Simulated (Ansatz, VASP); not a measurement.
## CoO in two plane-wave programs

One calculation is typed for both programs; each brings its own data sets and cutoff. How far apart do they land?

Method: plane waves, with VASP 6.6.1 beside it; zone-centre phonons at PBE, DFT+U, in Ansatz 0.2.0.

### 1. The starting structure

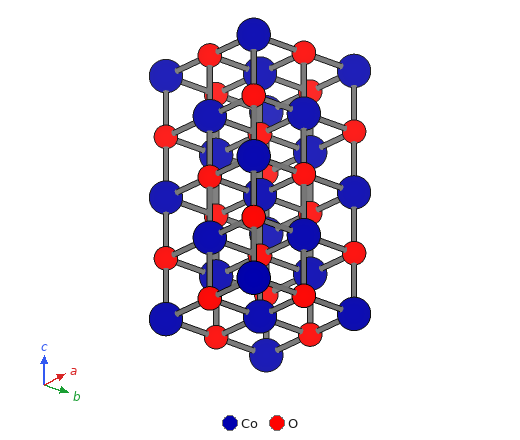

The cell as given, from a free direction (cobalt blue, oxygen red). 1×1×2 cells are drawn. This picture shows the conventional cell, with its axes. Some periodic images of atoms are drawn too.

Coordinates:

```cif
data_structure
_symmetry_space_group_name_H-M 'P 1'
_symmetry_Int_Tables_number 1
_cell_length_a 3.0029
_cell_length_b 3.0029
_cell_length_c 3.0029
_cell_angle_alpha 60.000
_cell_angle_beta 60.000
_cell_angle_gamma 60.000
_cell_volume 19.15
loop_
_atom_site_label
_atom_site_type_symbol
_atom_site_fract_x
_atom_site_fract_y
_atom_site_fract_z
_atom_site_occupancy
Co1 Co 0.00000 0.00000 0.00000 1
O2 O 0.50000 0.50000 0.50000 1
```

### 2. VASP: zone-centre phonons, PBE, DFT+U

Second derivatives magnify differences that forces hide, and they need a tight electronic threshold.

Lines of VASP's logs that name or quote its potential files are left out, and so is its time.

Input file INCAR:

```
SYSTEM = CoO
PREC = Accurate
ENCUT = 520
EDIFF = 1E-08
NELM = 100
ISMEAR = 1
SIGMA = 0.15
LREAL = .FALSE.
ALGO = Normal
GGA = PE
NBANDS = 14
ISPIN = 2
MAGMOM = 2 0
LDAU = .TRUE.
LDAUTYPE = 2
LDAUL = 2 -1
LDAUU = 3.32 0
LDAUJ = 0 0
LDAUPRINT = 1
LASPH = .TRUE.
LMAXMIX = 4
LORBIT = 11
LWAVE = .FALSE.
LCHARG = .FALSE.
KPAR = 4
IBRION = 6
NFREE = 2
POTIM = 0.015
NSW = 1
ISIF = 2
```

Input file POSCAR:

```
CoO
1.0
    0.0000000000      2.1233654731      2.1233654731
    2.1233654731      0.0000000000      2.1233654731
    2.1233654731      2.1233654731      0.0000000000
Co O
1 1
Direct
    0.0000000000      0.0000000000      0.0000000000
    0.5000000000      0.5000000000      0.5000000000
```

Input file KPOINTS:

```
Automatic mesh
0
Gamma
18 18 18
0 0 0
```

The projector-augmented-wave data sets are Co and O (PBE family, release 64).

The run is started by

```sh
> mpirun -np 4 vasp_std
```

Numbers of over 12 decimals in the logs are rounded to 6 here.

Output:

```text
[banner, memory and clock lines left out]
running    4 mpi-ranks, on    1 nodes
 distrk:  each k-point on    1 cores,    4 groups
 distr:  one band on    1 cores,    1 groups

 POSCAR found type information on POSCAR CoO
 POSCAR found :  2 types and       2 ions
 LDA part: xc-table for (Slater+PW92), standard interpolation
 POSCAR, INCAR and KPOINTS ok, starting setup
 FFT: planning ... GRIDC
 FFT: planning ... GRID_SOFT
 FFT: planning ... GRID
 WAVECAR not read
 entering main loop
       N       E                     dE             d eps       ncg     rms          rms(c)
DAV:   1     0.826354757262E+02    0.82635E+02   -0.70780E+03 11164   0.125E+03
DAV:   2    -0.765314531196E+01   -0.90289E+02   -0.78613E+02 12222   0.256E+02
DAV:   3    -0.127429461696E+02   -0.50898E+01   -0.50182E+01 12006   0.697E+01
DAV:   4    -0.128002931152E+02   -0.57347E-01   -0.57325E-01 12736   0.715E+00
DAV:   5    -0.128018320002E+02   -0.15389E-02   -0.15388E-02 12576   0.117E+00    0.171E+01
DAV:   6    -0.114819895394E+02    0.13198E+01   -0.17532E+01 13764   0.780E+01    0.180E+01
DAV:   7    -0.112511926995E+02    0.23080E+00   -0.32936E+00 11768   0.446E+01    0.818E+00
DAV:   8    -0.112840384130E+02   -0.32846E-01   -0.25875E-01 13192   0.881E+00    0.478E+00
DAV:   9    -0.112967667039E+02   -0.12728E-01   -0.11994E-01 15826   0.678E+00    0.109E+00
DAV:  10    -0.112906313415E+02    0.61354E-02   -0.34052E-02 14022   0.465E+00    0.206E-01
DAV:  11    -0.112908552294E+02   -0.22389E-03   -0.40156E-03 13480   0.905E-01    0.911E-02
DAV:  12    -0.112908936990E+02   -0.38470E-04   -0.21654E-04 14704   0.248E-01    0.426E-02
DAV:  13    -0.112909274966E+02   -0.33798E-04   -0.52866E-05 15576   0.129E-01    0.202E-02
DAV:  14    -0.112909330010E+02   -0.55043E-05   -0.14995E-05 14232   0.789E-02    0.106E-02
DAV:  15    -0.112909332849E+02   -0.28397E-06   -0.14834E-06 11970   0.178E-02    0.562E-03
DAV:  16    -0.112909330896E+02    0.19538E-06   -0.65619E-07 15218   0.169E-02    0.169E-03
DAV:  17    -0.112909331480E+02   -0.58416E-07   -0.24481E-07 13392   0.564E-03    0.112E-03
DAV:  18    -0.112909331403E+02    0.76741E-08   -0.22323E-08  8062   0.285E-03
   1 F= -.11290933E+02 E0= -.11288867E+02  d E =-.619885E-02  mag=     3.0030
[...]
2 F= -.11290393E+02 E0= -.11288326E+02  d E =-.620027E-02  mag=     3.0030
[...]
3 F= -.11290393E+02 E0= -.11288326E+02  d E =-.620029E-02  mag=     3.0030
[...]
4 F= -.11290392E+02 E0= -.11288325E+02  d E =-.620029E-02  mag=     3.0030
 Finite differences progress:
  Degree of freedom:   2/  2
  Displacement:        1/  2
  Total:               3/  4
 bond charge predicted
       N       E                     dE             d eps       ncg     rms          rms(c)
DAV:   1    -0.112863641218E+02    0.40278E-02   -0.34534E+00 26880   0.146E+01    0.275E-01
DAV:   2    -0.112906455674E+02   -0.42814E-02   -0.47208E-02 27636   0.213E+00    0.150E-01
DAV:   3    -0.112904183411E+02    0.22723E-03   -0.94751E-04 31400   0.334E-01    0.137E-01
DAV:   4    -0.112918603337E+02   -0.14420E-02   -0.72925E-03 31966   0.410E-01    0.378E-01
DAV:   5    -0.112905233950E+02    0.13369E-02   -0.38823E-03 33306   0.286E-01    0.142E-01
DAV:   6    -0.112903729931E+02    0.15040E-03   -0.12984E-03 40440   0.147E-01    0.196E-02
DAV:   7    -0.112903920099E+02   -0.19017E-04   -0.10722E-05 27226   0.488E-02    0.106E-02
DAV:   8    -0.112903921309E+02   -0.12107E-06   -0.19639E-06 32476   0.182E-02    0.402E-03
DAV:   9    -0.112903918741E+02    0.25686E-06   -0.92414E-07 29048   0.741E-03    0.940E-04
DAV:  10    -0.112903918714E+02    0.26184E-08   -0.12685E-08 19156   0.158E-03
   5 F= -.11290392E+02 E0= -.11288325E+02  d E =-.620030E-02  mag=     3.0030
 Finite differences progress:
  Degree of freedom:   2/  2
  Displacement:        2/  2
  Total:               4/  4
```

OUTCAR, selected parts (step 2):

```text
ion  position               nearest neighbor table
   1  0.000  0.000  0.000-   2 2.12   2 2.12   2 2.12   2 2.12   2 2.12   2 2.12
   2  0.500  0.500  0.500-   1 2.12   1 2.12   1 2.12   1 2.12   1 2.12   1 2.12

  LATTYP: Found a face centered cubic cell.
 ALAT       =     4.2467309462

 Subroutine GETGRP returns: Found 48 space group operations
 (whereof 48 operations were pure point group operations)

The static configuration has the point symmetry O_h .

 Found    195 irreducible k-points:

   k-points           NKPTS =    195   k-points in BZ     NKDIM =    195   number of bands    NBANDS=     14

   dimension x,y,z NGX =    24 NGY =   24 NGZ =   24
   dimension x,y,z NGXF=    48 NGYF=   48 NGZF=   48

   ENCUT  =  520.0 eV  38.22 Ry    6.18 a.u.   5.58  5.58  5.58*2*pi/ulx,y,z

   NELECT =      15.0000    total number of electrons

 k-points in reciprocal lattice and weights: Automatic mesh
   0.00000000  0.00000000  0.00000000       0.000
   0.05555556  0.00000000  0.00000000       0.001
   0.11111111  0.00000000  0.00000000       0.001
   0.16666667  0.00000000  0.00000000       0.001
   0.22222222  0.00000000  0.00000000       0.001
   0.27777778  0.00000000  0.00000000       0.001
   0.33333333  0.00000000  0.00000000       0.001
   0.38888889  0.00000000  0.00000000       0.001
   0.44444444  0.00000000  0.00000000       0.001
[...]
13      25.3070      0.00000
     14      25.3119      0.00000

 k-point     2 :       0.0556    0.0000    0.0000
  band No.  band energies     occupation
    ...
      5       3.3268      1.00000
      6       3.3284      1.00000
      7       4.9258      1.00000
      8       5.1978      1.00000
      9       5.2005      1.00000
     10       9.3865     -0.00000
     11      23.7626      0.00000
     12      25.2652      0.00000
     13      25.2657      0.00000
     14      26.3411      0.00000

 k-point     3 :       0.1111    0.0000    0.0000
  band No.  band energies     occupation
    ...
      5       3.3665      1.00000
      6       3.3674      1.00000
      7       4.6515      1.00000
      8       5.4996      1.00000
      9       5.5017      1.00000
     10       9.9830     -0.00000
     11      22.3909      0.00000
     12      25.0681      0.00000
     13      25.0682      0.00000
     14      27.0709      0.00000

 k-point     4 :       0.1667    0.0000    0.0000
  band No.  band energies     occupation
    ...
      5       3.4468      1.00000
      6       3.4473      1.00000
      7       4.4906      1.00000
      8       5.8770      1.00000
      9       5.8787      1.00000
     10      10.7338      0.00000
     11      21.0920      0.00000
     12      24.5880      0.00000
     13      24.5886      0.00000
     14      27.3621      0.00000

 k-point     5 :       0.2222    0.0000    0.0000
  band No.  band energies     occupation
    ...
      5       3.5536      1.00000
      6       3.5539      1.00000
      7       4.4742      1.00000
      8       6.2648      1.00000
      9       6.2661      1.00000
     10      11.4992      0.00000
     11      19.9252      0.00000
     12      23.8848      0.00000
     13      23.8857      0.00000
     14      27.4666      0.00000

 k-point     6 :       0.2778    0.0000    0.0000
  band No.  band energies     occupation
    ...
      5       3.6718      1.00000
      6       3.6720      1.00000
      7       4.5436      1.00000
      8       6.6249      1.00000
      9       6.6259      1.00000
     10      12.1817      0.00000
     11      18.9485      0.00000
     12      23.1390      0.00000
     13      23.1401      0.00000
     14      27.5422      0.00000

 spin component 2
 k-point     1 :       0.0000    0.0000    0.0000
  band No.  band energies     occupation
    ...
      3       5.5633      1.00000
      4       5.5656      1.00000
      5       6.3585      1.00000
      6       6.3642      1.00000
      7       6.3644      1.00000
      8       9.2561     -0.00000
      9       9.2594     -0.00000
     10       9.6645     -0.00000
     11      24.8289      0.00000
     12      26.4304      0.00000
    ...

  Total        0.0076399      0.0014217      0.0014217      0.0000000      0.0000000      0.0000000
  in kB        0.6392839      0.1189660      0.1189660      0.0000000      0.0000000      0.0000000
  external PRESSURE =       0.2924053 kB  Pullay stress =       0.0000000 kB

  energy-cutoff  :      520.00
  volume of cell :       19.15
      direct lattice vectors                 reciprocal lattice vectors
     0.000000000  2.123365473  2.123365473    -0.235475243  0.235475243  0.235475243
     2.123365473  0.000000000  2.123365473     0.235475243 -0.235475243  0.235475243
     2.123365473  2.123365473  0.000000000     0.235475243  0.235475243 -0.235475243

 POSITION                                       TOTAL-FORCE (eV/Angst)
 -----------------------------------------------------------------------------------
      0.00000      0.00000      0.00000        -0.065240      0.000000      0.000000
      2.10837      2.12337      2.12337         0.065240      0.000000      0.000000
 -----------------------------------------------------------------------------------
    total drift:                                0.000128      0.000000      0.000000

  FREE ENERGIE OF THE ION-ELECTRON SYSTEM (eV)
  ---------------------------------------------------
  free  energy   TOTEN  =       -11.2903918714 eV

  energy  without entropy=      -11.2841915744  energy(sigma->0) =      -11.28832511

 Eigenvectors and eigenvalues of the dynamical matrix
 ----------------------------------------------------

   1 f  =    9.194031 THz    57.767800 2PiTHz  306.679863 cm-1    38.023440 meV
             X         Y         Z           dx          dy          dz
      0.000000  0.000000  0.000000    -0.430072   -0.169182   -0.000000
      2.123365  2.123365  2.123365     0.825244    0.324634    0.000000

   2 f  =    9.194031 THz    57.767800 2PiTHz  306.679863 cm-1    38.023440 meV
             X         Y         Z           dx          dy          dz
      0.000000  0.000000  0.000000     0.000000    0.000000   -0.462152
      2.123365  2.123365  2.123365     0.000000    0.000000    0.886801

   3 f  =    9.194031 THz    57.767800 2PiTHz  306.679863 cm-1    38.023440 meV
             X         Y         Z           dx          dy          dz
      0.000000  0.000000  0.000000    -0.169182    0.430072    0.000000
      2.123365  2.123365  2.123365     0.324634   -0.825244    0.000000

   4 f/i=    0.000674 THz     0.004234 2PiTHz    0.022476 cm-1     0.002787 meV
             X         Y         Z           dx          dy          dz
      0.000000  0.000000  0.000000    -0.053553   -0.881004    0.085903
      2.123365  2.123365  2.123365    -0.027909   -0.459131    0.044768

   5 f/i=    0.000674 THz     0.004234 2PiTHz    0.022476 cm-1     0.002787 meV
             X         Y         Z           dx          dy          dz
      0.000000  0.000000  0.000000     0.885147   -0.054067   -0.002691
      2.123365  2.123365  2.123365     0.461290   -0.028177   -0.001402

   6 f/i=    0.000674 THz     0.004234 2PiTHz    0.022476 cm-1     0.002787 meV
             X         Y         Z           dx          dy          dz
      0.000000  0.000000  0.000000    -0.007911   -0.085581   -0.882626
      2.123365  2.123365  2.123365    -0.004123   -0.044600   -0.459976

 ELASTIC MODULI CONTR FROM IONIC RELAXATION (kBar)
 Direction    XX          YY          ZZ          XY          YZ          ZX
 --------------------------------------------------------------------------------
 XX           0.0000      0.0000      0.0000      0.0000      0.0000      0.0000
 YY           0.0000      0.0000      0.0000      0.0000      0.0000      0.0000
 ZZ           0.0000      0.0000      0.0000      0.0000      0.0000      0.0000
 XY           0.0000      0.0000      0.0000      0.0000      0.0000      0.0000
 YZ           0.0000      0.0000      0.0000      0.0000      0.0000      0.0000
 ZX           0.0000      0.0000      0.0000      0.0000      0.0000      0.0000
 --------------------------------------------------------------------------------

 total charge
# of ion       s       p       d       tot
------------------------------------------
    1        0.300   0.369   7.146   7.814
    2        1.552   3.452   0.000   5.005
--------------------------------------------------
tot          1.852   3.821   7.146  12.819

 magnetization (x)
# of ion       s       p       d       tot
------------------------------------------
    1        0.021   0.018   2.692   2.730
    2        0.024   0.236   0.000   0.260
--------------------------------------------------
tot          0.045   0.254   2.692   2.990

[... 5 further parts left out ...]
```

CONTCAR:

```
CoO
   1.00000000000000
     0.0000000000000000    2.1233654730999998    2.1233654730999998
     2.1233654730999998    0.0000000000000000    2.1233654730999998
     2.1233654730999998    2.1233654730999998    0.0000000000000000
  Co              O
     1     1
Direct
     0.0000000000000000    0.0000000000000000    0.0000000000000000
     0.5035321286396592    0.4964678713603408    0.4964678713603408
```

(Part 1 of 2 ends here.)

[Lines on the potential files, build, host, timing and source positions are cut from VASP's logs without a mark.]

[Logs are printed without paths, hosts, clocks, repeated set-up lines and the standing remarks that a program may print on its own settings, such as how far it seeks lower states.]

[Hosts, paths, dates, database ids (printed as entryN), source tags and the programs' standing remarks are cut or masked in the printed files.]
